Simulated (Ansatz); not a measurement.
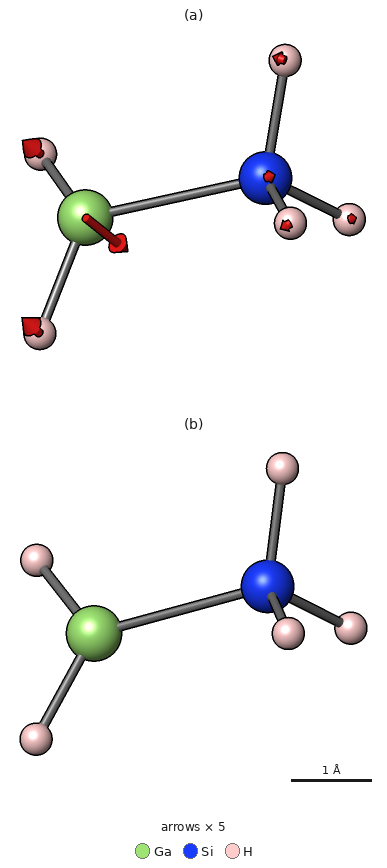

The structure of GaSiH5 before (top) and after (bottom) a relaxation, at one scale. The red arrows give the displacements, 5 times their true length.

The picture is a ball-and-stick view, seen at a tilt.

It is one of the separated reactants of a reaction.

Level of theory: Ansatz 0.2.0, RKS PBE0-D4/def2-TZVP.

The input:
```yaml
crystal:
  periodic: [false, false, false]
  atoms:
    - {symbol: Ga, position_ang: [-0.240410, -0.168737, -1.067874]}
    - {symbol: Si, position_ang: [0.390218, -1.651439, 0.738041]}
    - {symbol: H, position_ang: [0.858684, 0.181748, -2.150139]}
    - {symbol: H, position_ang: [-1.754329, -0.150554, -1.525102]}
    - {symbol: H, position_ang: [1.684327, -1.250521, 1.376150]}
    - {symbol: H, position_ang: [-0.607737, -1.668150, 1.853208]}
    - {symbol: H, position_ang: [0.560586, -3.069873, 0.308018]}
basis:
  gaussian: {orbitals: def2-TZVP}
hamiltonian: {xc: pbe0, dispersion: d4}
relax: {f_tol: 0.005, max_steps: 200}
```

Run as
```bash
ansatz run in.yaml --threads 4 --pin off --events-out ev --progress --plain --max-ram 9574MiB
```

Q: Summarise the run.

A: Ga1 moves most after the best rigid fit: 0.19 Å. By element the largest moves are Ga 0.19 Å, H 0.09 Å, Si 0.03 Å. Among the contacts that change: Ga1–H3 1.582 → 1.573 Å, Si2–H5 1.498 → 1.489 Å, Ga1–Si2 2.420 → 2.413 Å. Bond angles that change, for instance: Ga1–Si2–H7 113.4° → 108.5°, H5–Si2–H6 105.2° → 108.2°, Si2–Ga1–H3 117.7° → 120.7°. Over 5 geometry steps the energy falls by 3.43 kcal/mol. The largest force component goes from 1 to 0.0047 eV/Å.
